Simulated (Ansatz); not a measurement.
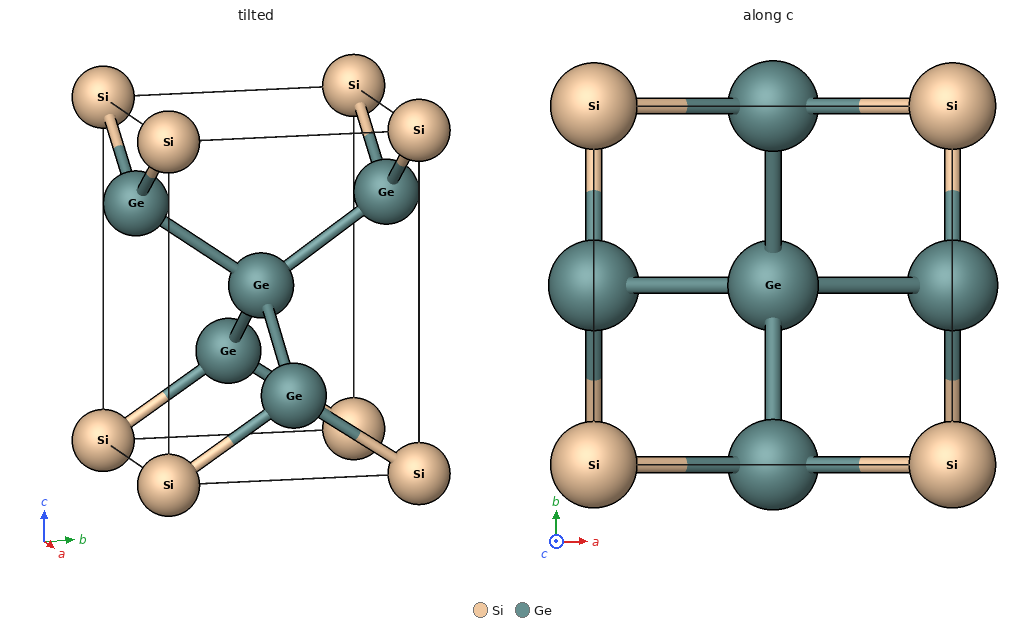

Ball-and-stick drawing of the structure, looking slightly off an axis and along the c axis. The conventional unit cell is drawn as a box.

SiGe3, space group P-4m2 (No. 115), a = 4.151 Å, b = 4.151 Å, c = 5.594 Å, α = 90.00°, β = 90.00°, γ = 90.00°. Source of the structure: a structure type filled with these elements by a generator (whether the compound takes this form wasn't checked). The cell was then strained or its atoms displaced on purpose. It was run through Ansatz as a DFT input.

This one geometry was computed with Ansatz (DFT, plane waves, PAW) at three levels of theory: PBE, HSE06 and r2SCAN. It was relaxed with r2SCAN and then strained.

Which level gives the highest pressure at this volume, and what does that say about its equilibrium volume?

Answer. Highest: PBE (-3.0 GPa), which points to the largest equilibrium volume. Lowest, with the smallest volume: HSE06 (-5.5 GPa) and r2SCAN (-5.7 GPa). Levels within 0.5 GPa of each other can't be told apart.

How does the band gap change with the level of theory?

Answer. PBE: a gap of 0.08 eV, indirect; r2SCAN: a gap of 0.09 eV, indirect; HSE06: a gap of 0.40 eV, indirect.

Collect the results in a table.

Answer.
| level | cutoff (eV) | k-mesh of the run's cell | gap (eV) | pressure (GPa) |
| --- | --- | --- | --- | --- |
| PBE | 420 | 6×6×6 | 0.08 | -3.0 |
| HSE06 | 420 | 4×4×4 | 0.40 | -5.5 |
| r2SCAN | 500 | 6×6×6 | 0.09 | -5.7 |

Gaps are taken on the k-mesh or band path of each run.
